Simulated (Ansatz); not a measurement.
# Mg chain started as a dimerised line: one chain at several levels of theory, part 4 of 4

Wanted: the relaxed geometry and the open channels of the Mg chain started as a dimerised line, by several methods.

Ansatz 0.2.0; DFT PBE, plane waves, PAW; relaxation of a chain's period (the session's first sound run).

So far. Step 11 (The relaxed wire, cutoff 1142.88 eV): The cell's length comes to 6.183 Å, -0.0 % against the first run, with no moment. The two atoms stand evenly on a line, so the true period is half of it. That is +15 % against the start, more than a small adjustment. Step 12 (Relaxing the period): The cell's length comes to 6.185 Å, +0.0 % against the first run, with spin left out. The two atoms stand evenly on a line, so the true period is half of it.

### 14. Two-component spinors (continued)

Level of this step: DFT PBE, plane waves, fully relativistic PAW; channels of a perfect chain with spin-orbit coupling (Ansatz).

The slowest values at each energy, most degenerate partners merged, listed up to 1.5 1/Å. The Im kz of the slowest decaying states by energy, zero at the Fermi level:

```csv
energy (eV),decay 1 (Å⁻¹),decay 2 (Å⁻¹),decay 3 (Å⁻¹),decay 4 (Å⁻¹)
-0.420,0.434,0.436,0.736,0.888
-0.350,0.411,0.413,0.723,0.877
-0.280,0.387,0.389,0.710,0.867
-0.175,0.0171,0.348,0.350,0.691
-0.105,0.0282,0.319,0.321,0.677
-0.035,0.0333,0.287,0.290,0.664
0.000,0.0346,0.270,0.273,0.657
0.035,0.0352,0.251,0.254,0.650
0.105,0.0343,0.210,0.213,0.636
0.175,0.0308,0.157,0.162,0.621
0.280,0.0166,0.598,0.777,1.02
0.350,0.583,0.765,1.01,1.09
0.420,0.567,0.753,1.00,1.08
```

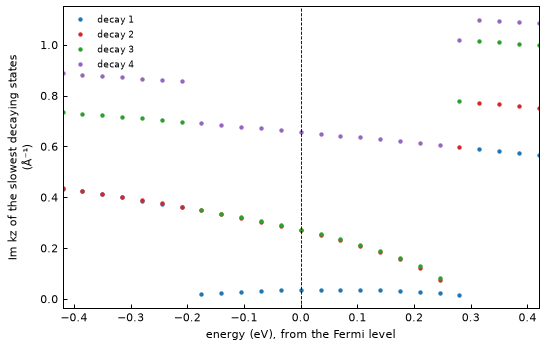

Im kz of the slowest decaying states against energy.

The electronic bands at the labelled points (eV, zero at the Fermi level):

```csv
point,band 17,band 18,band 19,band 20,band 21,band 22,band 23,band 24
Γ,-3.79,-3.79,-0.19,-0.19,0.28,0.28,0.28,0.28
Z,-2.81,-2.81,-2.81,-2.81,1.21,1.21,1.21,1.21
```

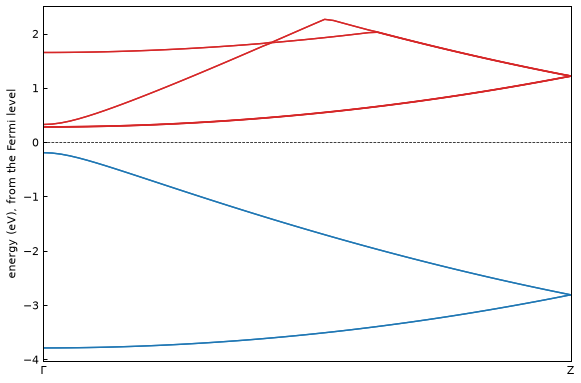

Electronic bands along the path; lines of filled and empty bands in two colours.

At the computed energy nearest the Fermi level there are 0 spinor channels, and the thermal average gives 4.0e-4 G₀; the gap is 0.47 eV.

### 15. The same system on other settings: kpoints.mp_grid.grid = [1, 1, 20]

This step: DFT PBE, plane waves, PAW; channels and complex bands of a perfect chain; changed: kpoints.mp_grid.grid = [1, 1, 20] (Ansatz 0.2.0).

The atoms of the run on the perfect lead (PBE) are kept and the input is varied, to see whether the result depends on it. The ELF is not written this time.

Contents of input.yaml:

```yaml
crystal:
  lattice:
    - [7.5, 0.0, 0.0]
    - [0.0, 7.5, 0.0]
    - [0.0, 0.0, 6.1849129093]
  atoms:
    - { symbol: Mg, position: [0.5, 0.5, 0.975000716] }
    - { symbol: Mg, position: [0.5, 0.5, 0.474999284] }
kpoints:
  mp_grid: { grid: [1, 1, 20] }
  band_path: { path: ["Γ", Z], npoints: 60 }
scf:
  occupations: { method: fermi_dirac, width: 0.05 }
hamiltonian:
  xc: pbe
output:
  transmission:
    e_range: [-2, 2]
    de: 0.035
    kmesh: [1, 1]
    reduced_basis: true
    leads: [[0, 0]]
  dos: { projected: true, e_range: [-6, 4] }
  write_potential: true
  write_density: true
  volumetric_format: npy
```

Started as:

```sh
> ansatz run input.yaml --threads 4 --pin off --max-ram 8192MiB --backend cpu --events-out ev --progress --plain --runs-dir out
```

Numbers of over 12 decimals in the logs are rounded to 6 here.

Output:

```text
[...]
Crystal: 2 atoms, lattice volume = 347.901 Å³
Basis set: ecut = 420 eV, 6821 PW (Γ)
Bands: 14, of which v1, the nominal top of the filled ones, is band 10 counted from 1 (9 counted from 0)
Symmetry: 32 space group operations
[...]
k-points: 11 of 20
[...]
SCF iter   1: F=—  HF=-3845.234385 eV  |F-HF|=—  |Δ(HF+E_count)|=         —  Δρ=2.39e-3  dr2=3.69e-2  ethr=1.77e-3  ⟨swp⟩=6.5  Hψ=947  notcnv=0
[...]
SCF iter   6: F=-3845.233463 eV  HF=-3845.233463 eV  |F-HF|=1.30e-7  |Δ(HF+E_count)|=   1.56e-6  Δρ=3.52e-6  dr2=8.90e-8  ethr=5.00e-10  ⟨swp⟩=3.1  Hψ=544  notcnv=0
SCF 1 converged in 6 iterations: F = -3845.233463 eV  dr2 = 8.90e-8
[...]
transmission: 8 of 48 steps passed
transmission: 16 of 48 steps passed
[...]
transmission: 48 of 48 steps passed
[...]
Second SCF, for the conductance: iteration 1, dr2 2.003e-6 eV
Second SCF, for the conductance: iteration 2, dr2 5.626e-7 eV
Second SCF, for the conductance: iteration 3, dr2 3.910e-9 eV
transmission: 8 of 48 steps passed
transmission: 16 of 48 steps passed
[...]
transmission: 48 of 48 steps passed
SCF converged after 6 iterations
Free energy (F): -3845.233463 eV
[...]
Internal energy: -3845.231890 eV  (E = F + TS)
E sigma→0 (E₀):  -3845.232677 eV
Entropy (-TS):   -0.001573 eV (-0.787 meV/atom)
Fermi energy:    -1.072192 eV
[...]
--- Band table (eV; the first three rows and the last of 11) ---
  k-point 0: bands = [... 6 lower, -45.0174, -44.9947, -4.8525, -1.2562, -0.7817, -0.7817, -0.7380, 0.5896]
  k-point 1: bands = [... 6 lower, -45.0172, -44.9948, -4.8427, -1.4439, -0.7723, -0.7723, -0.5343, 0.5992]
  k-point 2: bands = [... 6 lower, -45.0168, -44.9952, -4.8131, -1.7556, -0.7442, -0.7442, -0.1748, 0.6282]
  k-point 10: bands = [... 6 lower, -45.0060, -45.0060, -3.8741, -3.8741, 0.1546, 0.1546, 0.1546, 0.1546]
--- Transmission ---
  basis      : 497 plane waves across, 8 finite elements along
  points     : 1, standing for a mesh of 1 x 1
[...]
crystal 0  : Mg2, at the sites [0, 0], period 6.1849 Å: whole cells are its period
[...]
filled         : 0.1 meV over the level at which it is neutral
    channels       : 0.000000e0 a spin
[...]
slowest decay  : 0.0344 /Å at (0.0000, 0.0000)
```

Run time: 26 s. Hardware: 4 threads of Arm Neoverse V2, shared host; peak memory 0.56 GiB; 92 s of CPU time.

This step gave:

```yaml
energy_at_zero_smearing: -3845.2327 eV
slowest_decay_in_the_lead_at_the_energy_nearest_the_fermi_level: 0.0344 Å⁻¹
band_gap: 0.4745 eV
```

Table of open channels of the lead, one spin by energy, zero at the Fermi level:

| energy (eV) | open channels of the lead, one spin |
| --- | --- |
| -2.000 | 1 |
| -1.510 | 1 |
| -0.985 | 1 |
| -0.495 | 1 |
| -0.005 | 0 |
| 0.485 | 3 |
| 1.010 | 3 |
| 1.500 | 3 |

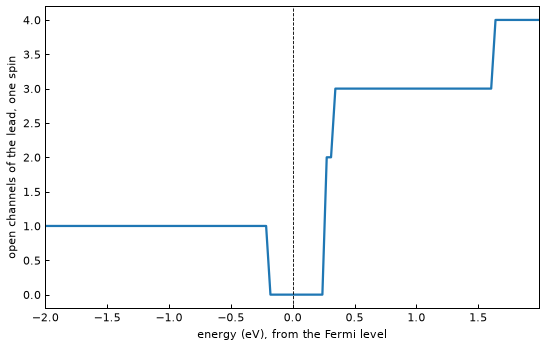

Open channels of the lead, one spin, plotted against energy.

It took 26 s against 26 s for the run it varies, and the conductance is 4.0e-4 G₀ against 4.0e-4 G₀.

The slowest decay in the lead at the energy nearest the Fermi level and band gap stay within 0.2 % plus 0.001 of the run it varies.

### 16. Results

```yaml
cell_length_pbe: 6.185 Å
cell_length_lda: 6.076 Å
cell_length_rpbe: 6.240 Å
cell_length_pbesol: 6.153 Å
cell_length_pbe_nc_files: 6.183 Å
cell_length_pbe_no_spin: 6.185 Å
conductance_pbe: 4.0e-4 G₀
gap_pbe: 0.474 eV
conductance_lda: 0.00318 G₀
gap_lda: 0.368 eV
conductance_rpbe: 1.4e-4 G₀
gap_rpbe: 0.530 eV
conductance_pbesol: 8.3e-4 G₀
gap_pbesol: 0.436 eV
conductance_with_spin_orbit_coupling: 4.0e-4 G₀
gap_with_spin_orbit_coupling: 0.471 eV
```

What this shows: Under PBE the cell's length is 6.18 Å, no moment survives, and a gap of 0.47 eV makes it a semiconductor. The cell's length spans 2.7 % over the functionals, shortest under LDA and longest under RPBE. At the relaxed period the wire is gapped under every functional, from 0.37 eV (LDA) to 0.53 eV (RPBE). Weak screening in one dimension makes quasiparticle gaps larger than the semilocal gaps, as a rule. At the relaxed period it is a straight line with bonds of 3.09 Å, as the straight start enforces by symmetry. Transport is coherent and elastic here: the atoms are frozen, so scattering by vibrations plays no part.

[Logs are printed without paths, hosts, clocks, repeated set-up lines and the standing remarks that a program may print on its own settings, such as how far it seeks lower states.]

[Hosts, paths, dates, database ids (printed as entryN), source tags and the programs' standing remarks are cut or masked in the printed files.]
